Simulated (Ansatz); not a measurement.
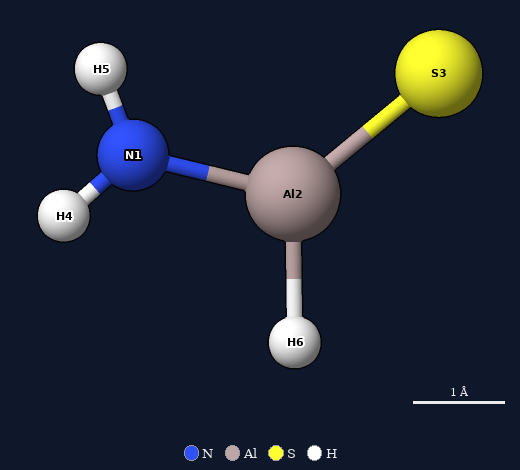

**Figure 1.** The structure as given in the input (ball-and-stick view, seen on its broad side; atoms are numbered from 1 in the order of the input). Sticks mark near contacts.

AlNH3S (charge −1): nudged elastic band

The run: nudged elastic band of AlNH3S, charge −1, SMILES [NH2][AlH][S-]. Method and program: RKS PBE0/def2-SVP (Ansatz 0.2.0).

It belongs to a series of runs on one base structure; here: band between the two ends. Figures and captions count atoms from 1; the log counts them from 0 in places.

Input:
```yaml
crystal:
  periodic: [false, false, false]
  atoms:
    - { symbol: "N", position_ang: [-0.655124, 0.27973, -0.69213] }
    - { symbol: Al, position_ang: [0.543121, -0.205833, 0.5863] }
    - { symbol: S, position_ang: [1.438683, -2.074364, 0.815087] }
    - { symbol: H, position_ang: [-1.074008, 1.198708, -0.781301] }
    - { symbol: H, position_ang: [-0.997678, -0.338333, -1.419363] }
    - { symbol: H, position_ang: [0.745007, 1.140102, 1.491407] }
total_charge: -1
basis:
  gaussian: { orbitals: def2-SVP }
hamiltonian:
  xc: pbe0
neb:
  order_check: false
  images: 5
  f_tol: 0.05
  max_iterations: 60
  initial_path: idpp
  final_atoms:
    - { symbol: "N", position_ang: [-0.65449562, 0.27964843, -0.69290674] }
    - { symbol: Al, position_ang: [0.54255215, -0.20663487, 0.58566121] }
    - { symbol: S, position_ang: [1.44033919, -2.07470393, 0.81440895] }
    - { symbol: H, position_ang: [-0.99637401, -0.33619236, -1.4222138] }
    - { symbol: H, position_ang: [-1.07519779, 1.1983693, -0.77704924] }
    - { symbol: H, position_ang: [0.74317709, 1.13952342, 1.49209961] }
```

Run on 1 thread of Intel Xeon @ 2.50GHz (Skylake/Cascade Lake), 189 GiB of memory available, shared host.

Launch command:
```bash
ansatz run input.yaml --threads 1 --pin off --max-ram 2048MiB --backend cpu --events-out ev --progress --plain --runs-dir out
```

The program's output:
```
Engine: ansatz 0.2.0, x86_64-unknown-linux-gnu
Functional definition: PBE0
  parameter a = 0.25
  parameter kappa = 0.804
  parameter beta = 0.06672455060314922
  exchange = (1 - a)*pbe_x(kappa = kappa, mu = beta*pi^2/3) + a*exact_x
  correlation = pbe_c(beta = beta)
663 factors; integrals over basis functions are off by at most 3.6e-4 eV
mean field evaluation 1: about -18957.1341 eV, gradient 2.8e1 eV
mean field evaluation 2: about -18955.6688 eV, gradient 3.8e1 eV
mean field evaluation 4: about -18959.0135 eV, gradient 1.0e0 eV
mean field evaluation 8: about -18959.0273 eV, gradient 1.0e-2 eV
mean field -18959.02726861 eV, -696.7314012314 hartree, gradient 2.0e-5 eV, S^2 0.000000; 0 other end points of the search recorded, 0 dependent functions left out
the calculation of the forces begins
reference -18959.02729378 eV, -696.7314021563 hartree; 20, 20 occupied and 45, 45 virtual orbitals, 663 factors
663 factors; integrals over basis functions are off by at most 3.6e-4 eV
mean field evaluation 16: about -18957.1334 eV, gradient 2.8e1 eV
mean field -18959.02725596 eV, -696.7314007663 hartree, gradient 2.0e-5 eV, S^2 0.000000; 0 other end points of the search recorded, 0 dependent functions left out
[... from here on the field's lines of each further geometry are left out, up to the last ...]
NEB iter   1: max|band force component| = 4.109e-1 eV/Å  barrier→ = 0.4253 eV  barrier← = 0.4253 eV  CI = image 3  Δτ_max = 0.1941 Å  (167 SCF iters)
NEB iter   2: max|band force component| = 3.868e-1 eV/Å  barrier→ = 0.3743 eV  barrier← = 0.3743 eV  CI = image 3  Δτ_max = 0.1799 Å  (139 SCF iters)
NEB iter   3: max|band force component| = 5.741e-1 eV/Å  barrier→ = 0.3140 eV  barrier← = 0.3140 eV  CI = image 3  Δτ_max = 0.1021 Å  (142 SCF iters)
NEB iter   4: max|band force component| = 2.702e-1 eV/Å  barrier→ = 0.2636 eV  barrier← = 0.2636 eV  CI = image 3  Δτ_max = 0.0524 Å  (140 SCF iters)
NEB iter   5: max|band force component| = 6.241e-2 eV/Å  barrier→ = 0.2530 eV  barrier← = 0.2530 eV  CI = image 3  Δτ_max = 0.0170 Å  (144 SCF iters)
the calculation of the forces begins
reference -18958.96347745 eV, -696.7290569491 hartree; 20, 20 occupied and 45, 45 virtual orbitals, 663 factors
663 factors; integrals over basis functions are off by at most 7.7e-4 eV
mean field evaluation 352: about -18958.7745 eV, gradient 5.1e-4 eV
mean field -18958.77451406 eV, -696.7221126728 hartree, gradient 1.1e-5 eV, S^2 0.000000; 1 other end points of the search recorded, 0 dependent functions left out
the calculation of the forces begins
reference -18958.77453927 eV, -696.7221135994 hartree; 20, 20 occupied and 45, 45 virtual orbitals, 663 factors
NEB iter   6: max|band force component| = 2.921e-2 eV/Å  barrier→ = 0.2528 eV  barrier← = 0.2527 eV  CI = image 3  Δτ_max = 0.0000 Å  (247 SCF iters)
```

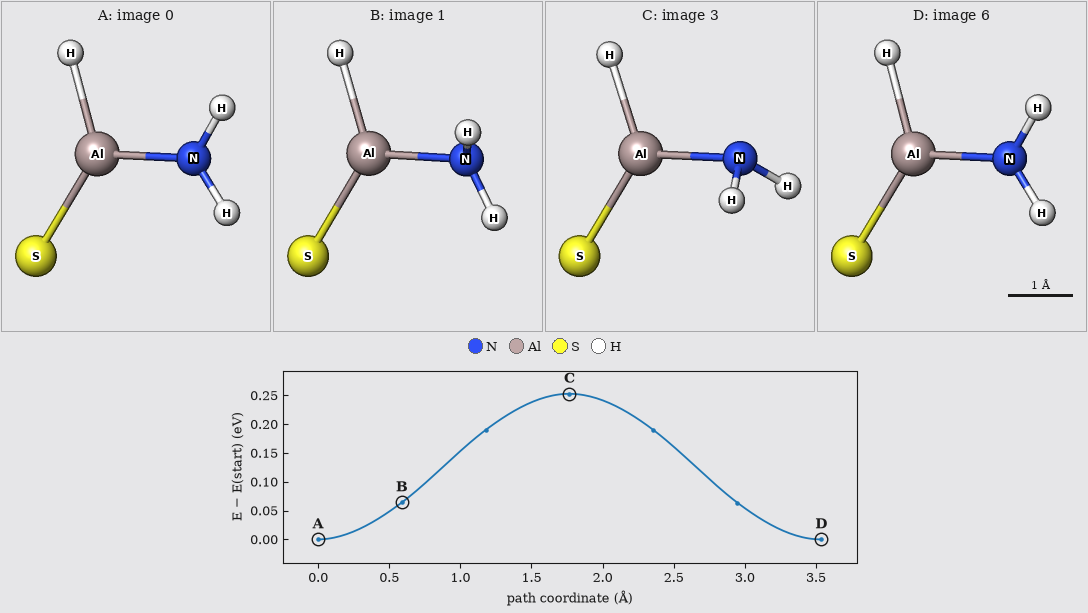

**Figure 2.** Images of the last band (counted from 0; ball-and-stick, seen at a tilt) above the energy along the path; the line is a cubic interpolation that uses the forces. The highest image is number 3, 0.253 eV above the start and 0.253 eV above the end (the climbing image); start and end have the same energy. The path is 3.54 Å long. The band converged in 6 iterations.

```
Total energy: -18958.77453927 eV, -696.7221135994 hartree
Atom 0 at    -0.804475     0.551814    -0.574673 Å, force    -0.019721    -0.028174     0.008588 eV/Å
Atom 1 at     0.455230    -0.149696     0.621996 Å, force    -0.002513     0.002408    -0.005535 eV/Å
Atom 2 at     1.764650    -1.733632     0.266808 Å, force     0.001759     0.001713     0.002024 eV/Å
Atom 3 at    -0.340593     0.837154    -1.440150 Å, force     0.007070    -0.000510    -0.005782 eV/Å
Atom 4 at    -1.428488    -0.197701    -0.885194 Å, force     0.010305     0.024227    -0.000454 eV/Å
Atom 5 at     0.353677     0.692071     2.011212 Å, force     0.003099     0.000336     0.001160 eV/Å
Dipole moment:    -0.385337     0.181933    -0.431561 e Å
this run last wrote the band of iteration 6 to [file]
```

The last band as extended XYZ (Å, eV, eV/Å):
```
6
Properties=species:S:1:pos:R:3:forces:R:3 image=0 energy=-18959.02727
N    -0.6551    0.2797   -0.6921    0.0055  -0.0046   0.0055
Al    0.5431   -0.2058    0.5863   -0.0044  -0.0063  -0.0072
S     1.4387   -2.0744    0.8151   -0.0001   0.0010   0.0007
H    -1.0740    1.1987   -0.7813   -0.0045   0.0035  -0.0023
H    -0.9977   -0.3383   -1.4194    0.0013   0.0015  -0.0001
H     0.7450    1.1401    1.4914    0.0023   0.0048   0.0034
6
Properties=species:S:1:pos:R:3:forces:R:3 image=1 energy=-18958.96303
N    -0.8247    0.3086   -0.5694    0.0173  -0.0545  -0.0073
Al    0.4876   -0.1892    0.6149    0.0059  -0.0141  -0.0047
S     1.5443   -1.9859    0.5828   -0.0237  -0.0334   0.0465
H    -0.7739    1.2105   -1.0368   -0.0892   0.0590   0.0884
H    -1.0829   -0.3878   -1.2643    0.0592   0.0096  -0.0702
H     0.6497    1.0437    1.6727    0.0306   0.0335  -0.0527
6
Properties=species:S:1:pos:R:3:forces:R:3 image=2 energy=-18958.83724
N    -0.8612    0.4299   -0.5511   -0.0180  -0.0635   0.0150
Al    0.4534   -0.1650    0.6261   -0.0057  -0.0098  -0.0049
S     1.6368   -1.8675    0.4036   -0.0303  -0.0326   0.0306
H    -0.4982    1.0667   -1.2626   -0.0502   0.0939   0.0671
H    -1.2456   -0.3511   -1.0837    0.0612  -0.0321  -0.0713
H     0.5150    0.8870    1.8678    0.0430   0.0441  -0.0365
6
Properties=species:S:1:pos:R:3:forces:R:3 image=3 energy=-18958.77451
N    -0.8045    0.5518   -0.5747   -0.0197  -0.0282   0.0086
Al    0.4552   -0.1497    0.6220   -0.0025   0.0024  -0.0055
S     1.7647   -1.7336    0.2668    0.0018   0.0017   0.0020
H    -0.3406    0.8372   -1.4402    0.0071  -0.0005  -0.0058
H    -1.4285   -0.1977   -0.8852    0.0103   0.0242  -0.0005
H     0.3537    0.6921    2.0112    0.0031   0.0003   0.0012
6
Properties=species:S:1:pos:R:3:forces:R:3 image=4 energy=-18958.83735
N    -0.6977    0.6041   -0.6147    0.0255  -0.0012   0.0002
Al    0.4811   -0.1636    0.6056    0.0029   0.0063  -0.0134
S     1.9411   -1.5941    0.1941    0.0458   0.0338  -0.0077
H    -0.3113    0.5961   -1.5585    0.0136  -0.0996  -0.0514
H    -1.5701    0.0772   -0.6926   -0.0397   0.1078   0.0602
H     0.1568    0.4804    2.0661   -0.0481  -0.0471   0.0121
6
Properties=species:S:1:pos:R:3:forces:R:3 image=5 energy=-18958.96345
N    -0.6214    0.5443   -0.6480    0.0259  -0.0291   0.0127
Al    0.5160   -0.2031    0.5859    0.0054  -0.0064  -0.0096
S     2.1524   -1.4255    0.1709    0.0519   0.0365   0.0051
H    -0.3979    0.3837   -1.6267   -0.0325  -0.0891  -0.0338
H    -1.6250    0.4234   -0.5321   -0.0041   0.1341   0.0349
H    -0.0241    0.2771    2.0501   -0.0465  -0.0459  -0.0093
6
Properties=species:S:1:pos:R:3:forces:R:3 image=6 energy=-18959.02726
N    -0.6539    0.2803   -0.6932    0.0021   0.0044   0.0059
Al    0.5420   -0.2072    0.5859    0.0099  -0.0131   0.0043
S     1.4401   -2.0753    0.8132   -0.0054   0.0105  -0.0011
H    -0.9949   -0.3347   -1.4236   -0.0015   0.0014  -0.0015
H    -1.0748    1.1990   -0.7766   -0.0050  -0.0015  -0.0071
H     0.7414    1.1379    1.4942   -0.0002  -0.0018  -0.0005
```

Results in brief:

| quantity | value |
| --- | --- |
| outcome | converged |
| barrier, forward | 0.253 eV |
| barrier, backward | 0.253 eV |
| wall time | 2.1 min |
| peak memory | 0.13 GiB |

Notes:

The order of the saddle point was not checked.
